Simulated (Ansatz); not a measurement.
Input file:

```
crystal:
  periodic: [false, false, false]
  atoms:
    - {symbol: Li, position_ang: [2.620499, 1.035072, -0.063388]}
    - {symbol: Li, position_ang: [0.052964, -1.384476, -0.059613]}
    - {symbol: Li, position_ang: [0.559663, 3.936563, 0.130969]}
    - {symbol: Li, position_ang: [-0.057565, 1.386591, 0.047040]}
    - {symbol: Li, position_ang: [-0.553263, -3.936369, -0.116487]}
    - {symbol: Li, position_ang: [-2.621630, -1.039895, 0.067269]}
    - {symbol: H, position_ang: [1.588914, 2.479094, 0.032605]}
    - {symbol: H, position_ang: [-1.588104, -2.482723, -0.025093]}
    - {symbol: H, position_ang: [-1.210599, -0.005060, 0.041612]}
    - {symbol: H, position_ang: [-0.880209, 2.968752, 0.144124]}
    - {symbol: H, position_ang: [0.883536, -2.963278, -0.145217]}
    - {symbol: H, position_ang: [1.205804, 0.005700, -0.053792]}
basis:
  gaussian: {orbitals: def2-TZVP, initial_orbitals: start.molden}
total_charge: 1
magnetization: {spin_polarized: true, initial_magnetization: 1}
hamiltonian: {xc: pbe0, dispersion: d4}
output: {orbitals: {seedname: orbitals}}
```

Run with:

```sh
ansatz run in.yaml --threads 4 --pin off --events-out ev --progress --plain --max-ram 3916MiB
```

Geometry: r2SCAN-D4/def2-TZVP.

The calculation used Ansatz 0.2.0, UKS PBE0-D4/def2-TZVP.

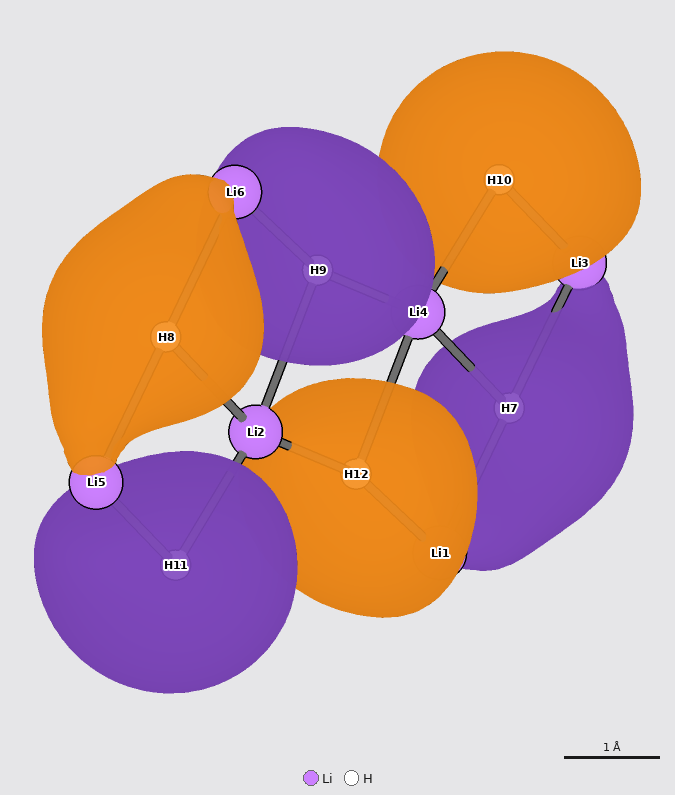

H₆Li₆ (charge +1, doublet). The LUMO (β) at ±0.06 Å⁻³ᐟ² (orange and purple are the two phases), seen at an oblique angle.

**Where does this orbital lie, and at what energy?**

Its weight (Hirshfeld) is mainly on H11 (about 15 %), H10 (about 15 %), H12 (about 10 %), H9 (about 10 %), H7 (about 10 %) and H8 (about 10 %); it is symmetric in the molecular plane (an in-plane orbital: σ, lone-pair or in-plane π type); it is ungerade (odd under inversion). Its energy is −7.55 eV.
